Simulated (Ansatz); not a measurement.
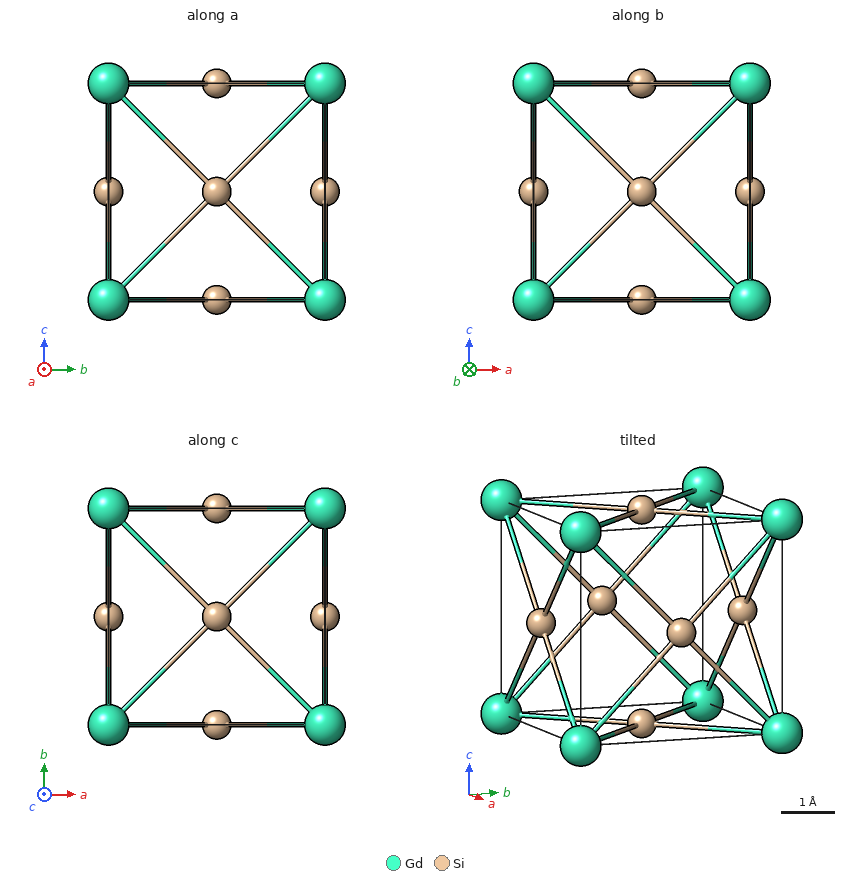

Structure drawing (ball-and-stick), viewed along the a axis, along the b axis, along the c axis and slightly off an axis. Lines trace the edges of the conventional unit cell.

Lattice parameters: a = 4.1428 Å, b = 4.1428 Å, c = 4.1428 Å, α = 90.000°, β = 90.000°, γ = 90.000°.

Question: Record the structure as a CIF with its space group and independent sites.

Answer:
```cif
data_structure
_symmetry_space_group_name_H-M 'P m -3 m'
_symmetry_Int_Tables_number 221
_cell_length_a 4.1428
_cell_length_b 4.1428
_cell_length_c 4.1428
_cell_angle_alpha 90.000
_cell_angle_beta 90.000
_cell_angle_gamma 90.000
_cell_volume 71.10
loop_
_atom_site_label
_atom_site_type_symbol
_atom_site_symmetry_multiplicity
_atom_site_Wyckoff_symbol
_atom_site_fract_x
_atom_site_fract_y
_atom_site_fract_z
_atom_site_occupancy
Gd1 Gd 1 a 0.0000 0.0000 0.0000 1
Si1 Si 3 c 0.0000 0.5000 0.5000 1
```

The cell started as a structure type filled with these elements by a generator (whether the compound takes this form wasn't checked). Earlier steps of the study may have refined or changed the cell and positions. It was the input of a calculation with Ansatz.
